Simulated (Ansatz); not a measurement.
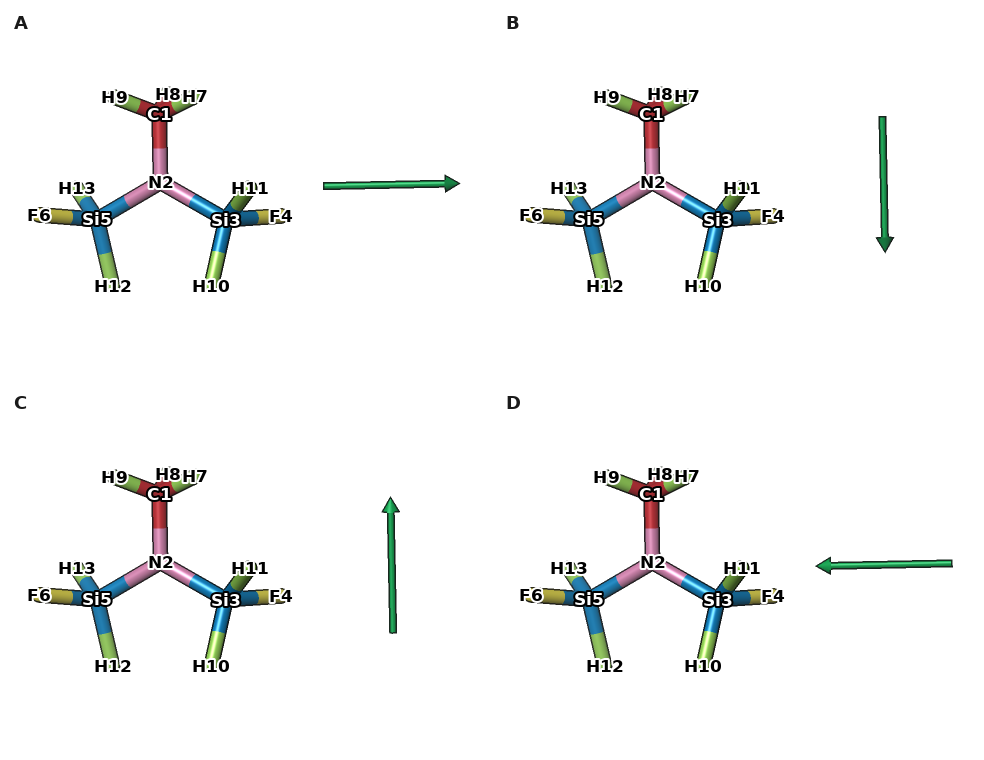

The same molecule four times, each with an arrow. The geometry was computed by an optimisation with PBE0-D4/def2-TZVP. No frequency run is at hand to confirm it as a minimum. Method: RKS r2SCAN-D4/def2-TZVPP (Ansatz 0.2.0).

### Which arrow points along the dipole moment, from the negative to the positive end?

C. The dipole moment is 1.05 D; it points from the side of H10, H12 to the side of H7, H8, H9 (the outermost atoms at the two ends).
